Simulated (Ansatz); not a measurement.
## Single-point calculation of Cu₂F (charge +1)

The run: single-point calculation of Cu₂F, charge +1, multiplicity 5. Method and program: UKS PBE0-D4/def2-TZVP (Ansatz 0.2.0).

The geometry comes from this level: PBE-D4/def2-TZVP.

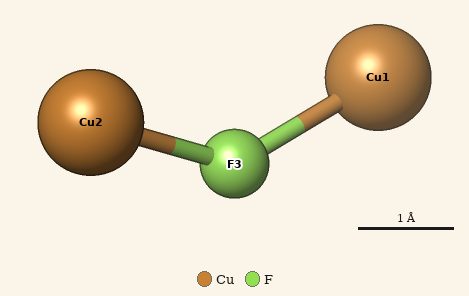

Fig. 1: The structure as given in the input (ball-and-stick view, seen at a tilt; atoms are numbered from 1 in the order of the input). Sticks mark near contacts.

**Summary**

- outcome: converged
- total energy: −91972.4332 eV
- mean-field energy: −91972.3896 eV
- dispersion energy: −0.0436 eV
- ⟨S²⟩: 6.002
- SCF solution under orbital rotations: stable
- HOMO (either spin): −11.29 eV
- LUMO (either spin): −11.66 eV
- hardware: 4 threads of Arm Neoverse N1, 23 GiB of memory available, shared host
- wall time: 15 s (CPU time 53 s)
- peak memory: 0.41 GiB

**Input file**
```yaml
crystal:
  periodic: [false, false, false]
  atoms:
    - {symbol: Cu, position_ang: [0.307708, 1.487909, -1.023921]}
    - {symbol: Cu, position_ang: [-0.746395, -1.397987, 0.919549]}
    - {symbol: F, position_ang: [0.438677, -0.089922, 0.104362]}
basis:
  gaussian: {orbitals: def2-TZVP, initial_orbitals: start.molden}
total_charge: 1
magnetization: {spin_polarized: true, initial_magnetization: 4}
hamiltonian: {xc: pbe0, dispersion: d4}
output: {orbitals: {seedname: orbitals}}
```

Launch command:
```bash
ansatz run in.yaml --threads 4 --pin off --events-out ev --progress --plain --max-ram 3916MiB
```

**The program's output**
```
Functional definition: PBE0
  name "PBE0"
  cite "Adamo & Barone, J. Chem. Phys. 110, 6158 (1999) doi:10.1063/1.478522"
  cite "Perdew, Burke & Ernzerhof, Phys. Rev. Lett. 77, 3865 (1996) doi:10.1103/PhysRevLett.77.3865"
  parent pbe
  parameter a = 0.25
  parameter kappa = 0.804
  parameter beta = 0.06672455060314922
  exchange = (1 - a)*pbe_x(kappa = kappa, mu = beta*pi^2/3) + a*exact_x
  correlation = pbe_c(beta = beta)
1151 factors; integrals over basis functions are off by at most 7.5e-4 eV
mean field evaluation 1: about -91971.3839 eV, gradient 8.8e0 eV
mean field evaluation 2: about -91972.2325 eV, gradient 2.2e0 eV
mean field evaluation 4: about -91972.3858 eV, gradient 4.3e-1 eV
mean field evaluation 8: about -91972.3895 eV, gradient 2.2e-3 eV
mean field evaluation 16: about -91960.4962 eV, gradient 7.8e1 eV
mean field evaluation 32: about -91972.3881 eV, gradient 1.3e-1 eV
mean field evaluation 64: about -91972.3846 eV, gradient 1.1e0 eV
mean field -91972.38954895 eV, -3379.9229747991 hartree, gradient 7.6e-6 eV, S^2 6.001872; 5 other end points of the search recorded, 0 dependent functions left out
reference -91972.38959458 eV, -3379.9229764760 hartree; 35, 31 occupied and 86, 90 virtual orbitals, 1151 factors
Total energy: -91972.43315678 eV, -3379.9245773573 hartree
```

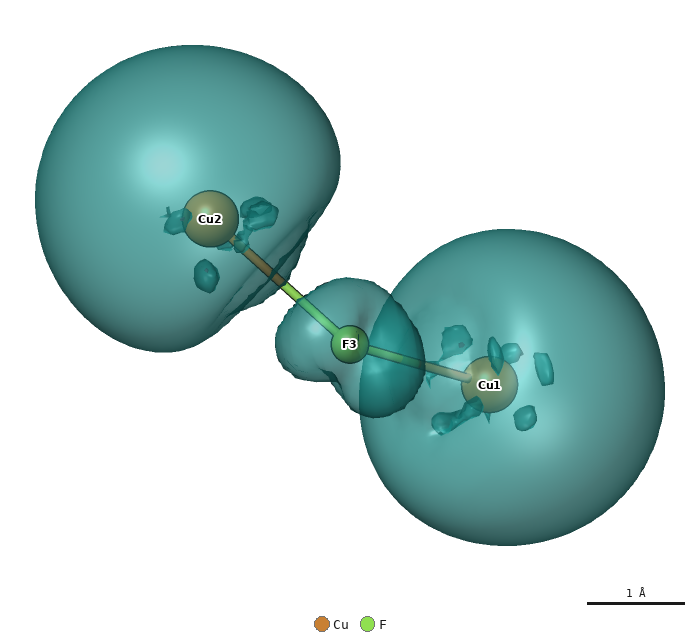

Fig. 2: Isosurfaces of the spin density (α minus β) at +0.02 (teal) and −0.02 e/Å³ (pink), seen at an oblique angle. The unpaired spin (4 electrons) lies mostly on Cu1 (about 1.9), Cu2 (about 1.9) and F3 (about 0.2), in electrons by Hirshfeld's partition.

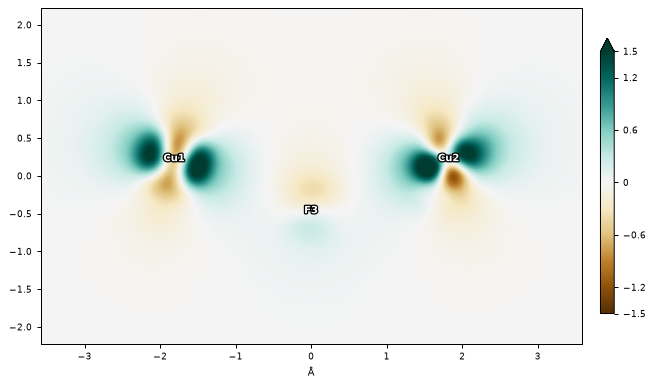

Fig. 3: The LUMO (β) on the molecular plane (values in Å⁻³ᐟ²; the overall sign is arbitrary). It lies mainly on Cu1 (50 %) and Cu2 (50 %); it is symmetric in the molecular plane (σ or in-plane lone-pair type). Its energy is −11.66 eV.

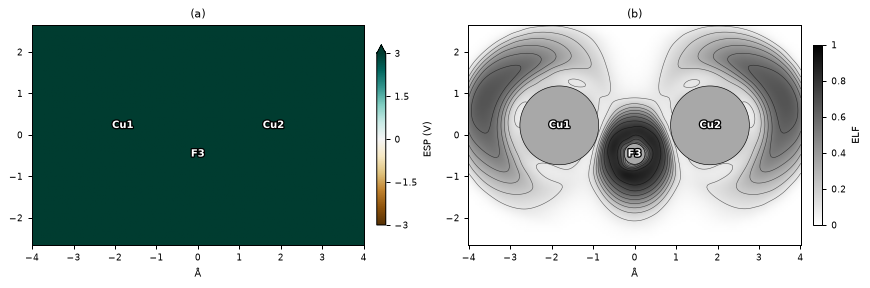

Fig. 4: (a) electrostatic potential; (b) ELF on the molecular plane. Grey discs, where drawn, cover atomic cores. Atoms in the plane: Cu and F. Cu–F (1.94 Å): the ELF peaks at about 0.85 in the valence shell of F, 0.5 Å from its nucleus, and is about 0.10 at the midpoint. The potential has no marked negative region in this plane.

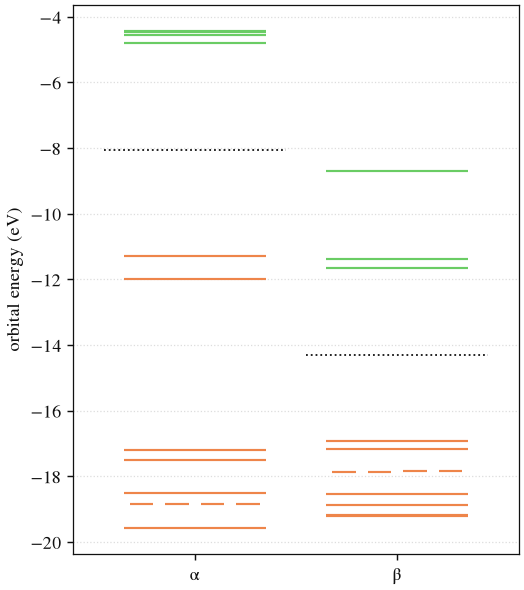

Fig. 5: Orbital energies near the frontier for α and β spins; the dotted line parts filled from empty levels, and levels within 0.02 eV of each other stand side by side. α: highest filled −11.29 eV, lowest empty −4.80 eV, 6.49 eV apart; β: highest filled −16.93 eV, lowest empty −11.66 eV, 5.27 eV apart.
